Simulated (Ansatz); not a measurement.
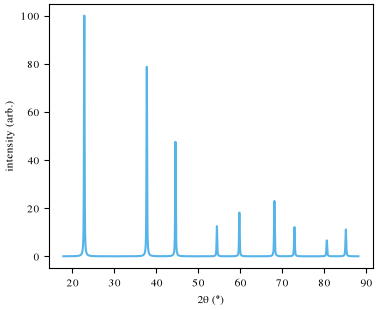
Fig. 1. Simulated powder pattern, Cu Kα, λ = 1.54184 Å

The pattern belongs to a structure relaxed with plane-wave PAW PBE (Ansatz code).

**Question.** Which compound is it?
A) In, diamond
B) Ag, diamond
C) Tl, diamond
D) Li, diamond

**Answer.** A, In, diamond

Space group Fd-3m (diamond). The start of the workflow was typed in or built on a structure type; neither database checked (COD, Materials Project) lists it. It is not the phase usual at ambient conditions (space group No. 139). The PBE relaxation kept the symmetry of its start; its stability against distortions is not shown here.

Potentials: the later of the program's two PAW sets.
